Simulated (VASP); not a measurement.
# LaSi3Rh: structure and properties in VASP, part 5 of 5

Aim: relax LaSi3Rh with LDA, compute its properties on that cell and hold them against experiment. The start is a computed cell from the Materials Project.

VASP 6.6.1; LDA; plane waves and PAW (La, Si, Rh_pv).

So far. Step 5 (Band structure (LDA)): There is no gap at this level. Step 6 (Density of states (LDA)): The finer mesh and the other smearing move the Fermi level by -0.06 eV from the 6×6×6 run, one measure of the sampling error in the zero of the bands above. Of the states within 0.3 eV of the Fermi level, the largest shares in the PAW spheres are Rh d 16 %, Si p 15 % and La d 8 %. The rest lies in smaller channels or between the spheres. The relaxed cell has a = 4.212, c = 9.734 Å (conventional setting).

**7. Zone-centre phonons (LDA) (continued)**

From OUTCAR (step 7):

```text
   k-points           NKPTS =     59   k-points in BZ     NKDIM =     59   number of bands    NBANDS=     25

   NELECT =      38.0000    total number of electrons

  Total        0.1036518      0.1036518      0.1229206      0.0000000      0.0000000     -0.0000000
  in kB        1.9231081      1.9231081      2.2806134      0.0000000      0.0000000     -0.0000000
  external PRESSURE =       2.0422765 kB  Pullay stress =       0.0000000 kB

 POSITION                                       TOTAL-FORCE (eV/Angst)
 -----------------------------------------------------------------------------------
     -0.00000     -4.21219     -0.00238         0.000000     -0.000000     -0.033080
     -2.10610     -2.10610     -0.84802         0.000000     -0.000000     -0.095748
      0.00000     -2.10610     -2.31856        -0.000000      0.000000      0.046551
     -2.10610     -4.21219     -2.31856        -0.000000      0.000000      0.046551
      0.00000     -4.21219     -3.37053        -0.000000      0.000000      0.035725
 -----------------------------------------------------------------------------------
    total drift:                               -0.000029      0.000029     -0.000163

 Eigenvectors and eigenvalues of the dynamical matrix
 ----------------------------------------------------

   1 f  =   11.263399 THz    70.770022 2PiTHz  375.706544 cm-1    46.581654 meV
             X         Y         Z           dx          dy          dz
     -0.000000 -4.212193 -0.002383     0.019356    0.019833    0.000000
     -2.106097 -2.106097 -0.848021    -0.029247   -0.029968    0.000000
      0.000000 -2.106097 -2.318564     0.056529   -0.646190   -0.000000
     -2.106097 -4.212193 -2.318564    -0.630632    0.057924   -0.000000
      0.000000 -4.212193 -3.370534     0.292737    0.299959   -0.000000

   2 f  =   11.263399 THz    70.770022 2PiTHz  375.706544 cm-1    46.581654 meV
             X         Y         Z           dx          dy          dz
     -0.000000 -4.212193 -0.002383    -0.019833    0.019356    0.000000
     -2.106097 -2.106097 -0.848021     0.029968   -0.029247    0.000000
      0.000000 -2.106097 -2.318564    -0.057924   -0.630632   -0.000000
     -2.106097 -4.212193 -2.318564     0.646190    0.056529   -0.000000
      0.000000 -4.212193 -3.370534    -0.299959    0.292737   -0.000000

   3 f  =   11.252561 THz    70.701927 2PiTHz  375.345038 cm-1    46.536833 meV
             X         Y         Z           dx          dy          dz
     -0.000000 -4.212193 -0.002383     0.000000   -0.000000    0.119658
     -2.106097 -2.106097 -0.848021    -0.000000    0.000000    0.771184
      0.000000 -2.106097 -2.318564     0.000000    0.000000   -0.438114
     -2.106097 -4.212193 -2.318564    -0.000000   -0.000000   -0.438114
      0.000000 -4.212193 -3.370534     0.000000   -0.000000   -0.084084

   4 f  =    9.581719 THz    60.203713 2PiTHz  319.611729 cm-1    39.626786 meV
             X         Y         Z           dx          dy          dz
     -0.000000 -4.212193 -0.002383    -0.000000    0.000000    0.124853
     -2.106097 -2.106097 -0.848021     0.000000   -0.000000   -0.476178
      0.000000 -2.106097 -2.318564     0.000000    0.000000   -0.457864
     -2.106097 -4.212193 -2.318564    -0.000000   -0.000000   -0.457864
      0.000000 -4.212193 -3.370534     0.000000   -0.000000    0.581711

   5 f  =    8.640657 THz    54.290851 2PiTHz  288.221306 cm-1    35.734871 meV
             X         Y         Z           dx          dy          dz
     -0.000000 -4.212193 -0.002383     0.000000    0.000000    0.000000
     -2.106097 -2.106097 -0.848021    -0.000000   -0.000000    0.000000
      0.000000 -2.106097 -2.318564     0.000000    0.000000   -0.707107
     -2.106097 -4.212193 -2.318564     0.000000    0.000000    0.707107
      0.000000 -4.212193 -3.370534    -0.000000   -0.000000    0.000000

   6 f  =    8.337252 THz    52.384502 2PiTHz  278.100805 cm-1    34.480090 meV
             X         Y         Z           dx          dy          dz
[...]
X         Y         Z           dx          dy          dz
     -0.000000 -4.212193 -0.002383    -0.283285    0.100540    0.000000
     -2.106097 -2.106097 -0.848021     0.210883   -0.074844   -0.000000
      0.000000 -2.106097 -2.318564     0.848597    0.013279    0.000000
     -2.106097 -4.212193 -2.318564    -0.037416   -0.301175    0.000000
      0.000000 -4.212193 -3.370534    -0.204675    0.072641   -0.000000

   9 f  =    4.879518 THz    30.658913 2PiTHz  162.763186 cm-1    20.180054 meV
             X         Y         Z           dx          dy          dz
     -0.000000 -4.212193 -0.002383     0.100540    0.283285    0.000000
     -2.106097 -2.106097 -0.848021    -0.074844   -0.210883   -0.000000
      0.000000 -2.106097 -2.318564    -0.301175    0.037416   -0.000000
     -2.106097 -4.212193 -2.318564     0.013279   -0.848597    0.000000
      0.000000 -4.212193 -3.370534     0.072641    0.204675   -0.000000

  10 f  =    4.395141 THz    27.615486 2PiTHz  146.606127 cm-1    18.176835 meV
             X         Y         Z           dx          dy          dz
     -0.000000 -4.212193 -0.002383    -0.000000    0.000000    0.736733
     -2.106097 -2.106097 -0.848021    -0.000000    0.000000   -0.304486
      0.000000 -2.106097 -2.318564    -0.000000   -0.000000   -0.111448
     -2.106097 -4.212193 -2.318564     0.000000    0.000000   -0.111448
      0.000000 -4.212193 -3.370534     0.000000   -0.000000   -0.582813

  11 f  =    4.008946 THz    25.188949 2PiTHz  133.724037 cm-1    16.579660 meV
             X         Y         Z           dx          dy          dz
     -0.000000 -4.212193 -0.002383    -0.311078    0.587521   -0.000000
     -2.106097 -2.106097 -0.848021    -0.045002    0.084993    0.000000
      0.000000 -2.106097 -2.318564    -0.009978   -0.262496    0.000000
     -2.106097 -4.212193 -2.318564     0.138985    0.018846    0.000000
      0.000000 -4.212193 -3.370534     0.317410   -0.599480    0.000000

  12 f  =    4.008946 THz    25.188949 2PiTHz  133.724037 cm-1    16.579660 meV
             X         Y         Z           dx          dy          dz
     -0.000000 -4.212193 -0.002383     0.587521    0.311078    0.000000
     -2.106097 -2.106097 -0.848021     0.084993    0.045002   -0.000000
      0.000000 -2.106097 -2.318564     0.018846   -0.138985    0.000000
     -2.106097 -4.212193 -2.318564    -0.262496    0.009978   -0.000000
      0.000000 -4.212193 -3.370534    -0.599480   -0.317410   -0.000000

  13 f/i=    0.000878 THz     0.005515 2PiTHz    0.029279 cm-1     0.003630 meV
             X         Y         Z           dx          dy          dz
     -0.000000 -4.212193 -0.002383    -0.429959    0.490947    0.000000
     -2.106097 -2.106097 -0.848021    -0.193372    0.220802    0.000000
      0.000000 -2.106097 -2.318564    -0.193292    0.220829    0.000000
     -2.106097 -4.212193 -2.318564    -0.193396    0.220709    0.000000
      0.000000 -4.212193 -3.370534    -0.370191    0.422702    0.000000

  14 f/i=    0.000878 THz     0.005515 2PiTHz    0.029279 cm-1     0.003630 meV
             X         Y         Z           dx          dy          dz
     -0.000000 -4.212193 -0.002383    -0.490947   -0.429959   -0.000000
     -2.106097 -2.106097 -0.848021    -0.220802   -0.193372   -0.000000
      0.000000 -2.106097 -2.318564    -0.220709   -0.193396   -0.000000
     -2.106097 -4.212193 -2.318564    -0.220829   -0.193292   -0.000000
      0.000000 -4.212193 -3.370534    -0.422702   -0.370191   -0.000000

  15 f/i=    0.006274 THz     0.039423 2PiTHz    0.209292 cm-1     0.025949 meV
             X         Y         Z           dx          dy          dz
     -0.000000 -4.212193 -0.002383     0.000000    0.000000   -0.653695
     -2.106097 -2.106097 -0.848021     0.000000    0.000000   -0.292948
      0.000000 -2.106097 -2.318564     0.000000    0.000000   -0.293251
     -2.106097 -4.212193 -2.318564     0.000000    0.000000   -0.293251
      0.000000 -4.212193 -3.370534     0.000000    0.000000   -0.561134

 ELASTIC MODULI CONTR FROM IONIC RELAXATION (kBar)
 Direction    XX          YY          ZZ          XY          YZ          ZX
 --------------------------------------------------------------------------------
 XX        -196.8354    -42.6406     24.6988      0.0000      0.0000      0.0000
 YY         -42.6406   -196.8354     24.6988      0.0000     -0.0000     -0.0000
 ZZ          24.6988     24.6988   -383.0382      0.0000     -0.0000      0.0000
 XY           0.0000      0.0000      0.0000     -0.0000      0.0000     -0.0000
 YZ           0.0000     -0.0000     -0.0000      0.0000   -149.9884     -0.0000
 ZX           0.0000     -0.0000      0.0000     -0.0000     -0.0000   -145.0227
 --------------------------------------------------------------------------------

[... 6 parts as in an earlier step ...]

[... 4 further parts left out ...]
```

Energies printed during the response cycles are not total energies of the cell.

This step gave:

```yaml
bands: 25
irreducible_k_points: 59
pressure_of_the_cell: 0.2042 GPa
largest_force_of_the_cell: 0.09575 eV/Å
fermi_energy: 10.16 eV
```

Modes at Γ, with each element's share of the kinetic energy:

| mode | frequency (cm⁻¹) | symmetry | La % | Si % | Rh % |
| --- | --- | --- | --- | --- | --- |
| 1 | -0.2 | acoustic | 43 | 26 | 31 |
| 2 | 0.0 | acoustic | 43 | 26 | 32 |
| 3 | 0.0 | acoustic | 43 | 26 | 32 |
| 4 | 133.7 | E | 44 | 10 | 46 |
| 5 | 133.7 | E | 44 | 10 | 46 |
| 6 | 146.6 | A1 | 54 | 12 | 34 |
| 7 | 162.8 | E | 9 | 86 | 5 |
| 8 | 162.8 | E | 9 | 86 | 5 |
| 9 | 278.1 | E | 4 | 96 | 0 |
| 10 | 278.1 | E | 4 | 96 | 0 |
| 11 | 288.2 | B | 0 | 100 | 0 |
| 12 | 319.6 | A1 | 2 | 65 | 34 |
| 13 | 375.3 | A1 | 1 | 98 | 1 |
| 14 | 375.7 | E | 0 | 82 | 18 |
| 15 | 375.7 | E | 0 | 82 | 18 |

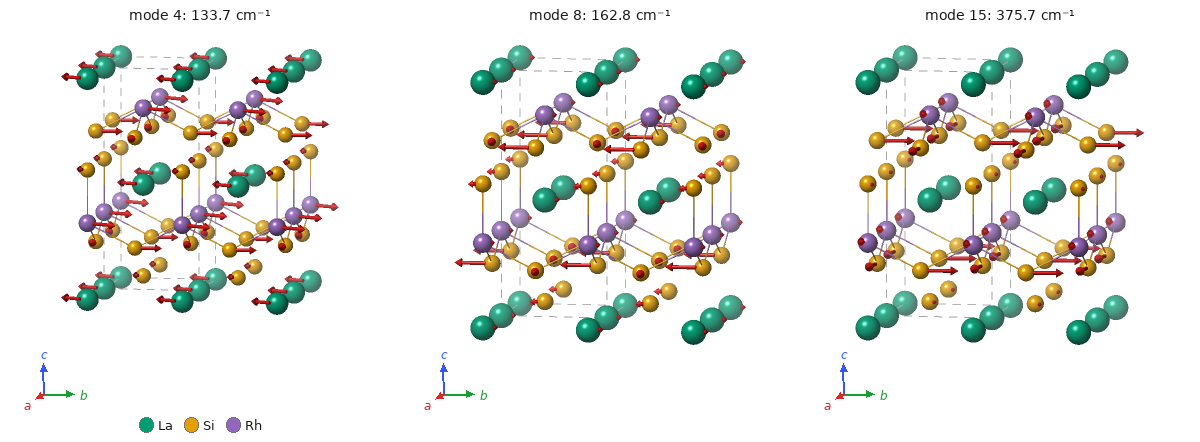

Displacement patterns of modes 4, 8 and 15 at Γ; arrows are exaggerated. 2×2×1 conventional cells are drawn. Some periodic images of atoms are drawn too.

The three acoustic modes lie within 0.2 cm⁻¹ of zero, and all others are real. By the characters of their eigenvectors the optical modes sort into (cm⁻¹) Raman active: E 134, A1 147, E 163, E 278, B 288, A1 320, A1 375, E 376; infrared active: E 134, A1 147, E 163, E 278, A1 320, A1 375, E 376. B labels carry no number here, since it depends on the setting of the axes.

**8. Band structure (LDA), changed input**

Levels along the symmetry lines show where the bands peak and cross; KPOINTS_OPT computes them in the converged potential. Some settings are moved from the usual, to see what they do.

The input, INCAR:

```
SYSTEM = LaSi3Rh
PREC = Accurate
ENCUT = 200
EDIFF = 1E-06
NELM = 100
ISMEAR = 0
SIGMA = 0.05
LREAL = On
ALGO = Normal
GGA = CA
NBANDS = 34
LASPH = .TRUE.
LORBIT = 11
LWAVE = .FALSE.
LCHARG = .FALSE.
KPAR = 4
ISYM = -1
```

The input, POSCAR:

```
LaSi3Rh
1.0
    0.0000000000     -4.2121934747      0.0000000000
   -4.2121934747      0.0000000000      0.0000000000
    2.1060967374     -2.1060967374     -4.8670640531
La Si Rh
1 3 1
Direct
    0.9997552198      0.0002447802      0.0004895603
    0.4128816538      0.5871183462      0.1742366924
    0.2618107950      0.2381892050      0.4763784102
    0.7618107950      0.7381892050      0.4763784102
    0.6537405265      0.3462594735      0.6925189470
```

The input, KPOINTS:

```
Automatic mesh
0
Gamma
6 6 6
0 0 0
```

The input, KPOINTS_OPT:

```
Line mode
16
Line-mode
Reciprocal
  0.00000000   0.00000000   0.00000000 GAMMA
 -0.50000000  -0.50000000   0.00000000 X

 -0.50000000  -0.50000000   0.00000000 X
 -0.40637485  -0.59362515   0.09362515 Y

 -0.40637485  -0.59362515   0.09362515 Y
  0.00000000  -0.59362515   0.29681257 S

  0.00000000  -0.59362515   0.29681257 S
  0.00000000   0.00000000   0.00000000 GAMMA

  0.00000000   0.00000000   0.00000000 GAMMA
  0.00000000   0.00000000  -0.50000000 Z

  0.00000000   0.00000000  -0.50000000 Z
  0.00000000  -0.40637485  -0.29681257 S1

  0.00000000  -0.40637485  -0.29681257 S1
  0.00000000  -0.50000000   0.00000000 N

  0.00000000  -0.50000000   0.00000000 N
 -0.50000000  -0.50000000  -0.25000000 P

 -0.50000000  -0.50000000  -0.25000000 P
 -0.40637485  -0.40637485  -0.50000000 Y1

 -0.40637485  -0.40637485  -0.50000000 Y1
  0.00000000   0.00000000  -0.50000000 Z

 -0.50000000  -0.50000000   0.00000000 X
 -0.50000000  -0.50000000  -0.25000000 P
```

The projector-augmented-wave data sets are La, Si and Rh_pv (LDA family, release 64).

Launch:

```console
mpirun -np 4 vasp_std
```

The program printed:

```text
[banner, memory and clock lines left out]
running    4 mpi-ranks, on    1 nodes
 distrk:  each k-point on    1 cores,    4 groups
 distr:  one band on    1 cores,    1 groups

 POSCAR found type information on POSCAR LaSiRh
 POSCAR found :  3 types and       5 ions
|                                                                             |
|               ----> ADVICE to this user running VASP <----                  |
|                                                                             |
|     You have a (more or less) 'small supercell' and for smaller cells       |
|     it is recommended to use the reciprocal-space projection scheme!        |
|     The real-space optimization is not efficient for small cells and it     |
|     is also less accurate ...                                               |
|     Therefore, set LREAL=.FALSE. in the INCAR file.                         |
|                                                                             |

 LDA part: xc-table for (Slater(with rela. corr.)+CA(PZ))
 , standard interpolation
 POSCAR, INCAR and KPOINTS ok, starting setup
 FFT: planning ... GRIDC
 FFT: planning ... GRID_SOFT
 FFT: planning ... GRID
 WAVECAR not read
 entering main loop
       N       E                     dE             d eps       ncg     rms          rms(c)
DAV:   1     0.153620014658E+03    0.15362E+03   -0.10258E+04 17944   0.588E+02
DAV:   2    -0.257585228715E+02   -0.17938E+03   -0.16210E+03 15790   0.185E+02
DAV:   3    -0.368376345584E+02   -0.11079E+02   -0.10603E+02 18002   0.475E+01
DAV:   4    -0.373220747663E+02   -0.48444E+00   -0.48150E+00 24272   0.943E+00
DAV:   5    -0.373335080286E+02   -0.11433E-01   -0.11421E-01 19244   0.103E+00    0.173E+01
DAV:   6    -0.369957943429E+02    0.33771E+00   -0.10280E+01 19552   0.187E+01    0.638E+00
DAV:   7    -0.362552078333E+02    0.74059E+00   -0.33618E+00 18954   0.119E+01    0.545E+00
DAV:   8    -0.361907934664E+02    0.64414E-01   -0.39718E-01 18248   0.278E+00    0.845E-01
DAV:   9    -0.361801032147E+02    0.10690E-01   -0.68472E-02 19958   0.155E+00    0.365E-01
DAV:  10    -0.361789114891E+02    0.11917E-02   -0.60624E-03 17162   0.440E-01    0.137E-01
DAV:  11    -0.361789206041E+02   -0.91150E-05   -0.56178E-04 21736   0.925E-02    0.544E-02
DAV:  12    -0.361789191156E+02    0.14885E-05   -0.20972E-05 20850   0.201E-02    0.149E-02
DAV:  13    -0.361789192465E+02   -0.13089E-06   -0.28308E-06 17466   0.851E-03
   1 F= -.36178919E+02 E0= -.36178063E+02  d E =-.171248E-02
 Start KPOINTS_OPT (optional k-point list driver)
k-point batch [1-176\176]
       N       E                     dE             ncg
DAV:   1     0.794851814541E+04   -0.96620E+05    14616
DAV:   2    -0.242735146540E+05   -0.32222E+05    12802
DAV:   3    -0.261790297459E+05   -0.19055E+04    14710
DAV:   4    -0.262636590648E+05   -0.84629E+02    19966
DAV:   5    -0.262657861970E+05   -0.21271E+01    15840
DAV:   6    -0.262658369628E+05   -0.50766E-01    18886
DAV:   7    -0.262658381007E+05   -0.11379E-02    16216
DAV:   8    -0.262658381229E+05   -0.22130E-04    12254
DAV:   9    -0.262658381245E+05   -0.15946E-05     9788
DAV:  10    -0.262658381252E+05   -0.73090E-06     8862
```

Wall time 46 s (4 MPI ranks of Intel Xeon 6975P-C (Granite Rapids), shared host); peak memory 1.2 GiB; 3 min of CPU time.

Parts of OUTCAR (step 8):

```text
   k-points           NKPTS =    216   k-points in BZ     NKDIM =    216   number of bands    NBANDS=     34

   ENCUT  =  200.0 eV  14.70 Ry    3.83 a.u.   4.86  4.86  6.58*2*pi/ulx,y,z

   NELECT =      38.0000    total number of electrons

 E-fermi :  10.2267

 k-point     1 :       0.0000    0.0000    0.0000
  band No.  band energies     occupation
    ...
     14       6.8154      2.00000
     15       7.0321      2.00000
     16       7.4951      2.00000
     17       8.3643      2.00000
     18       8.3643      2.00000
     19      10.4544      0.00000
     20      10.4545      0.00000
     21      11.5005      0.00000
     22      11.6444      0.00000
     23      12.3561      0.00000
    ...

  Total      -10.8640438    -10.8640502    -10.8404158     -0.0018069      0.0002323     -0.0002326
  in kB     -201.5665242   -201.5666426   -201.1281401     -0.0335240      0.0043102     -0.0043155
  external PRESSURE =    -201.4204356 kB  Pullay stress =       0.0000000 kB

 POSITION                                       TOTAL-FORCE (eV/Angst)
 -----------------------------------------------------------------------------------
     -0.00000     -4.21219     -0.00238         0.000124     -0.000127     -0.026241
     -2.10610     -2.10610     -0.84802         0.001090     -0.001092      0.129940
      0.00000     -2.10610     -2.31856        -0.000421      0.000446     -0.069023
     -2.10610     -4.21219     -2.31856        -0.000448      0.000423     -0.069034
      0.00000     -4.21219     -3.37053        -0.000345      0.000349      0.034358
 -----------------------------------------------------------------------------------
    total drift:                               -0.000837      0.000841     -0.062182

  FREE ENERGIE OF THE ION-ELECTRON SYSTEM (eV)
  ---------------------------------------------------
  free  energy   TOTEN  =       -36.1789192465 eV

  energy  without entropy=      -36.1772067704  energy(sigma->0) =      -36.17806301

[... 1 part as in an earlier step ...]

[... 11 further parts left out ...]
```

The run converged; its settings lie outside those of the reference runs, so its numbers are set aside.

Against the sound run on this cell (band structure (LDA)) the energy at zero smearing moves by +100.9 meV an atom and the pressure by -20.12 GPa.

Settings moved from the usual: ISYM = -1, LREAL = On and ENCUT = 200.

ISYM = -1 switches symmetry off, which costs time and should not change a single point. The cutoff falls from 400 to 200 eV, which shrinks the basis; the stress suffers most (Pulay stress), and PAW energies need not rise evenly as the basis shrinks.

**9. Outcome**

```
relaxed volume                            : 17.27 Å³/atom
relaxed conventional cell a, b, c         : 4.212, 4.212, 9.734 Å
space group after relaxing, within 0.02 Å : I4mm (No. 107)
band gap                                  : none, a metal
DOS at the Fermi level                    : 2.13 states/eV/cell
highest zone-centre mode                  : 376 cm⁻¹
```

What this shows: With LDA, LaSi3Rh relaxes to 17.27 Å³/atom in space group I4mm (held by the symmetry of the run) and comes out as a metal. Band structure (LDA): Of the bands kept, 3 cross the Fermi level on this path. Zone-centre phonons (LDA): The highest mode in this list at Γ, 375.7 cm⁻¹, is mostly motion of Si (82 % of the kinetic energy). Spin-orbit coupling is left out, and with elements this heavy it would split and shift bands near the Fermi level. The k-sampling is coarse for a metal, so the Fermi level, pressures and the shape of the cell carry errors. Modes at Γ alone can't show that the crystal is stable at other wave vectors. No search among competing phases was made, and a listed structure need not be the one stable at ambient conditions. All values are for a static lattice at zero temperature.

Calculation against experiment:

| quantity | measured | LDA |
| --- | --- | --- |
| lattice constant a (Å) | 4.2694 | 4.212 (-1.3 %) |
| lattice constant c (Å) | 9.8357 | 9.734 (-1.0 %) |

Measured values from arxiv:1108.0193 (2011).

How well it matches: The lattice constant a is off by -1.3 %: fair agreement. The lattice constant c is off by -1.0 %: fair agreement. The grades are ours: good and fair within 0.7 and 1.5 % for the lattice constant a and 0.8 and 2 % for the lattice constant c. Zero-point motion and thermal expansion (measured at up to 300 K) are not in the computed lattice constants.

[Lines on the potential files, build, host, timing and source positions are cut from VASP's logs without a mark.]

[Logs are printed without paths, hosts, clocks, repeated set-up lines and the standing remarks that a program may print on its own settings, such as how far it seeks lower states.]

[Hosts, paths, dates, database ids (printed as entryN), source tags and the programs' standing remarks are cut or masked in the printed files.]

[A measured line is paired with the nearest computed mode of its activity, which favours agreement.]
